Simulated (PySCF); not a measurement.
# TeH (doublet): what the fields show

```xyz
2

Te    0.0000    0.0000   -0.0128
H     0.0000    0.0000    1.6512
```

Core potentials replace the inner electrons of Te.

All numbers below come from PBE0/cc-pVTZ(-PP), non-relativistic Hamiltonian with scalar-relativistic core potentials where named, at a bond length of 1.664 Å (PySCF).

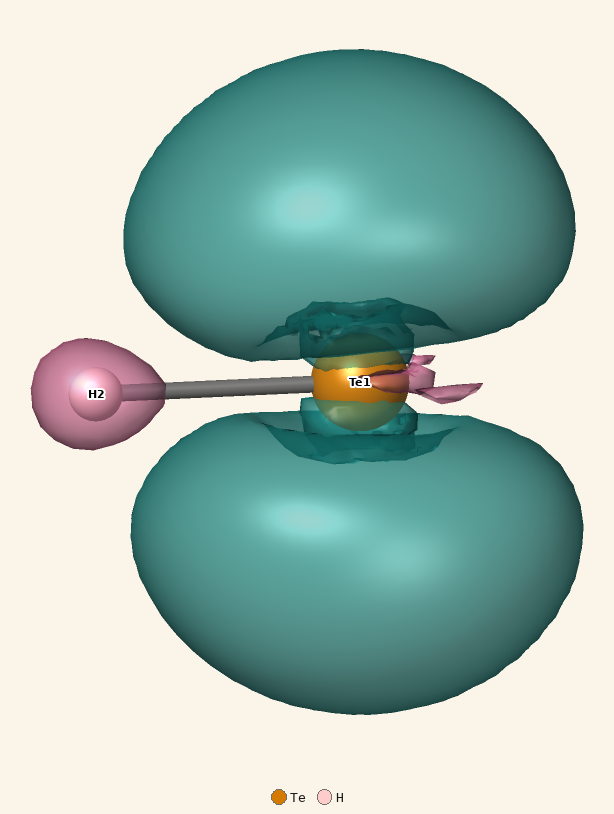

Figure 1. Isosurfaces of the spin density (α minus β) at +0.015 (teal) and −0.015 e/Å³ (pink), seen from one side.

Q: Which atoms carry the spin?

A: The unpaired spin (1 electron) lies mostly on Te1 (about 1.0), in electrons by Hirshfeld's partition.

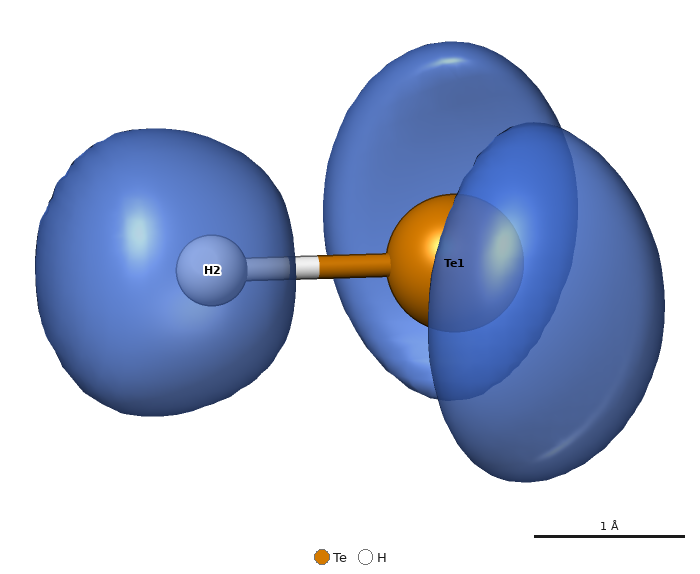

Figure 2. Isosurface of the ELF at 0.85 (blue), seen from one side. Only the valence region is drawn (cores and ρ < 0.01 e/Å³ removed).

Q: Identify the bonds, lone pairs and shells in this picture.

A: The surface consists of one region around a hydrogen nucleus and two lobes on Te, pointing away from the bonds (non-bonding electrons).


Te–H (1.66 Å): the ELF climbs to about 1 towards the hydrogen, as it does in any bond to H.

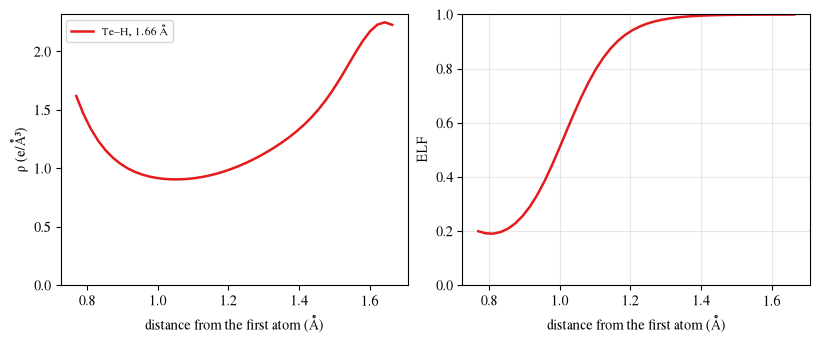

Figure 3. Electron density and ELF along straight lines between neighbouring atoms. The curves leave out the atomic cores.

Q: What can be read from the curves?

A: Te–H (1.66 Å): ρ is about 1.2 e/Å³ halfway; the ELF climbs to about 1 towards the hydrogen.
